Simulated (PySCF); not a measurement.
## Run report: CH₆N₂OSi, NMR shielding calculation

CH₆N₂OSi, SMILES N[SiH2]C(N)=O, computed with GIAO PBE0/pcSseg-1 NMR shielding, non-relativistic, gas phase (PySCF 2.14.0).

The geometry comes from this level: PBE0-D3(BJ)/def2-SVP. It belongs to a series of runs on one base structure; here: H on Si replaced by CONH2. Figures and captions count atoms from 1; the log counts them from 0 in places.

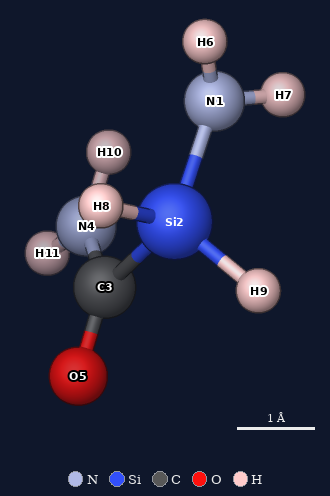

*The input geometry (ball-and-stick view, seen at a tilt; atoms are numbered from 1 in the order of the input).*

Bond lengths as drawn: C–N 1.36 Å, C–O 1.22 Å, C–Si 1.92 Å, H–N 1.01 to 1.02 Å, H–Si 1.49 Å and N–Si 1.75 Å.

Summary:

```csv
quantity,value
outcome,converged
total energy,−515.565870 hartree
HOMO,−6.65 eV
LUMO,0.05 eV
dipole moment,4.73 D
"isotropic shielding, N",132.6 to 256.3 ppm
"isotropic shielding, Si",405.5 ppm
"isotropic shielding, C",5.0 ppm
"isotropic shielding, O",−146.6 ppm
"isotropic shielding, H",24.6 to 31.1 ppm
hardware,"1 CPU thread, shared host"
wall time,8.7 s
peak memory,0.61 GiB
```

Input:
```
{"job": {"kind": "nmr", "xc": "PBE0", "basis": "pcSseg-1"}, "charge": 0, "multiplicity": 1}
N     -1.457883    -0.698497     0.628302
Si    -0.914954     0.665572    -0.320460
C      0.973327     0.474666    -0.638272
N      1.557525    -0.528643     0.060982
O      1.567314     1.225540    -1.390852
H     -2.095614    -0.519322     1.397228
H     -1.737351    -1.547468     0.146487
H     -1.135827     1.892099     0.498597
H     -1.585478     0.814554    -1.646905
H      0.993167    -1.086910     0.690737
H      2.557061    -0.683236    -0.013818
```

The first line tells a small driver script what to run in PySCF; the rest is the geometry in Å.

Log:
```
coarse grid: 9640 points
cycle   1  E = -515.3812351930  dE =  5.821e-01  |g| = 8.645e-01  |ddm| = 2.948e+00
cycle   2  E = -514.7955464083  dE =  5.857e-01  |g| = 1.879e+00  |ddm| = 2.282e+00
cycle   3  E = -515.5187152889  dE = -7.232e-01  |g| = 2.628e-01  |ddm| = 1.806e+00
cycle   4  E = -515.5310847214  dE = -1.237e-02  |g| = 1.021e-01  |ddm| = 2.448e-01
cycle   5  E = -515.5331452059  dE = -2.060e-03  |g| = 1.705e-02  |ddm| = 7.870e-02
cycle   6  E = -515.5332101329  dE = -6.493e-05  |g| = 5.885e-03  |ddm| = 1.892e-02
cycle   7  E = -515.5332181396  dE = -8.007e-06  |g| = 1.315e-03  |ddm| = 5.806e-03
final grid: 88560 points
cycle   8  E = -515.5658322188  dE =  5.086e-06  |g| = 1.404e-02  |ddm| = 1.624e-02
cycle   9  E = -515.5657128977  dE =  1.193e-04  |g| = 2.861e-02  |ddm| = 2.747e-02
cycle  10  E = -515.5658686150  dE = -1.557e-04  |g| = 2.247e-03  |ddm| = 1.988e-02
cycle  11  E = -515.5658696084  dE = -9.934e-07  |g| = 2.446e-04  |ddm| = 1.647e-03
cycle  12  E = -515.5658696206  dE = -1.219e-08  |g| = 1.091e-04  |ddm| = 3.301e-04
cycle  13  E = -515.5658696233  dE = -2.665e-09  |g| = 2.468e-05  |ddm| = 1.079e-04
cycle  14  E = -515.5658696234  dE = -1.394e-10  |g| = 3.983e-06  |ddm| = 2.805e-05
```

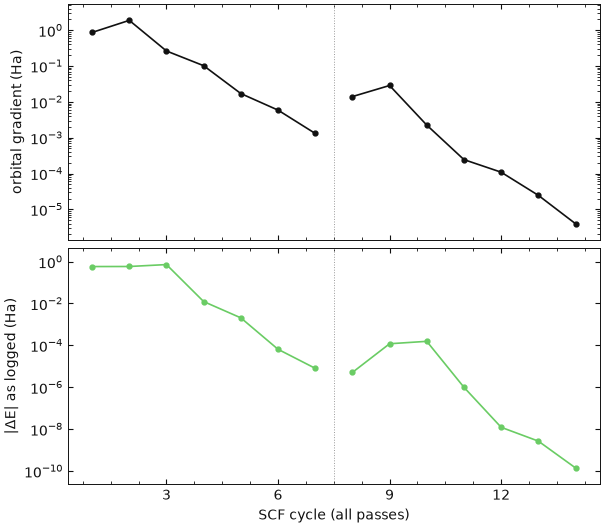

*Convergence of the self-consistent field: orbital gradient and size of the energy change against the SCF cycle. The dotted line marks the change from a coarse to the final integration grid.*

The first 7 cycles use a coarse grid, the final grid takes over at cycle 8, and the field converges after 14 cycles in all.

```
converged SCF energy = -515.5658696234

GIAO shielding tensors (ppm)
atom      isotropic    diamagn.    paramagn.     s11        s22        s33       span
  0 N      256.349     317.847     -61.498    232.009    264.999    272.039     40.031
  1 Si     405.495     879.407    -473.912    358.272    390.721    467.493    109.221
  2 C        5.036     251.028    -245.992    -82.146     -2.796    100.051    182.197
  3 N      132.638     323.808    -191.170      0.399    167.795    229.720    229.321
  4 O     -146.607     398.665    -545.273   -547.999   -239.858    348.035    896.035
  5 H       30.690      29.973       0.718     23.629     26.151     42.291     18.662
  6 H       31.146      30.811       0.335     24.495     26.807     42.135     17.640
  7 H       26.827      28.681      -1.854     23.825     25.488     31.169      7.344
  8 H       26.687      28.271      -1.583     22.913     25.568     31.581      8.669
  9 H       24.560      32.919      -8.359     18.821     27.227     27.630      8.809
 10 H       26.313      30.279      -3.967     20.813     23.981     34.144     13.331
```

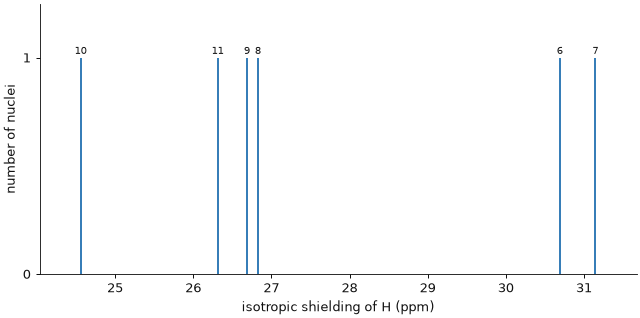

*Isotropic shieldings of the hydrogen nuclei in this fixed geometry, labelled by atom number; shielding grows to the right, so chemical shift grows to the left.*

The least shielded is H10 (24.6 ppm), the most shielded H7 (31.1 ppm).

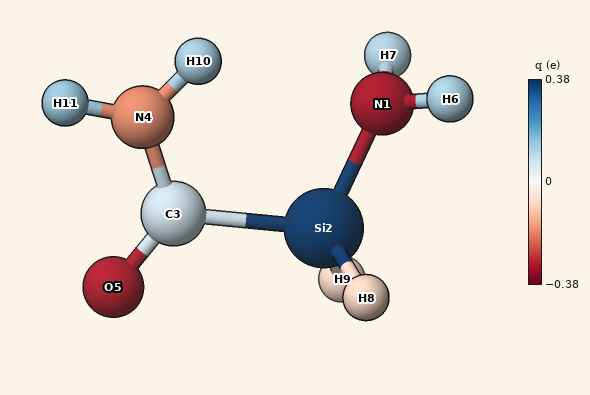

*Hirshfeld charges, as the colour of each atom (ball-and-stick view, seen at a tilt; atoms are numbered from 1 in the order of the input).*

By element: N −0.31 to −0.18, Si +0.37, C +0.07, O −0.30 and H −0.08 to +0.14 e.
